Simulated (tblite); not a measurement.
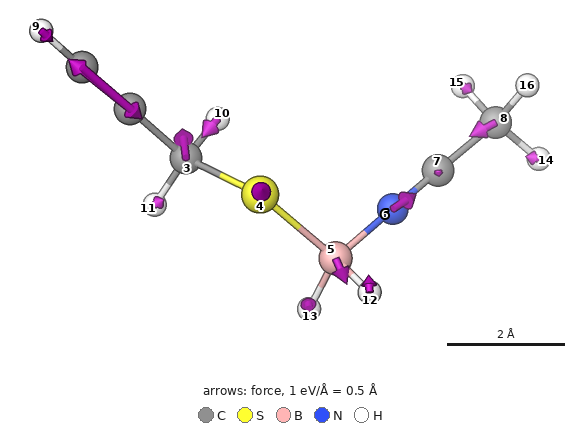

Starting geometry of C5H8BNS with the computed forces as purple arrows. Style: ball-and-stick. Shown at a tilt.

Method: GFN2-xTB geometry optimisation, gas phase in tblite 0.8.0. 

What follows when this structure is relaxed?

It isn't relaxed: the largest force vector, on C atoms, is 3.13 eV/Å. The final displacements have little in common with the starting forces (cosine between the two patterns 0.10). Over 100 geometry steps the energy falls by 0.471 eV. The largest move after the best rigid fit is that of an H atom, 0.72 Å. Largest moves by element: H 0.72 Å, C 0.58 Å, S 0.32 Å, N 0.25 Å, B 0.24 Å. Some distances before and after: C–C 1.473 → 1.427 Å, B–S 1.878 → 1.921 Å, C–H 1.137 → 1.094 Å, C–C 1.233 → 1.197 Å. Bond angles that change, for instance: C–S–B 113.9° → 99.2°, H–B–H 104.6° → 116.3°, B–N–C 179.7° → 169.5°. Cost: 1.1 s on 1 thread of Arm Neoverse N1 (shared host).
